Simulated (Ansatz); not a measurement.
Response to strain in IrO2

The reference is IrO$_{2}$ in the rutile structure (space group P4_2/mnm, No. 136; a = 4.4718 Å, c = 3.1536 Å). Axes: x, y, z lie along a, b, c of the conventional cell.

Strains are applied to the cell and any free atomic positions relax; under biaxial strain the out-of-plane vector relaxes too.

Calculations: PBEsol/PAW in Ansatz (a first-principles code), no spin-orbit coupling.

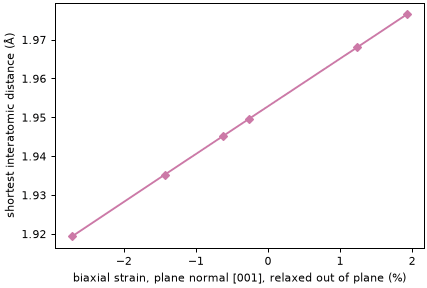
Shortest interatomic distance against biaxial strain, plane normal [001], relaxed out of plane

Question: From the plot, what is the shortest interatomic distance for biaxial strain +1.24 %, plane normal [001], relaxed out of plane?

Answer: About 1.968 Å.

Question: Is the trend monotonic over the range shown?

Answer: Yes, it rises throughout, spanning 1.919 Å to 1.977 Å.

Without a gap, meshes like the base's 11×11×15 leave anisotropic stresses uncertain by several tenths of a GPa, and small strain energies with them. Whether these cells are dynamically stable was not tested. No Hubbard U is applied, and correlation can decide whether such a compound is a metal. All final runs are without spin polarisation.
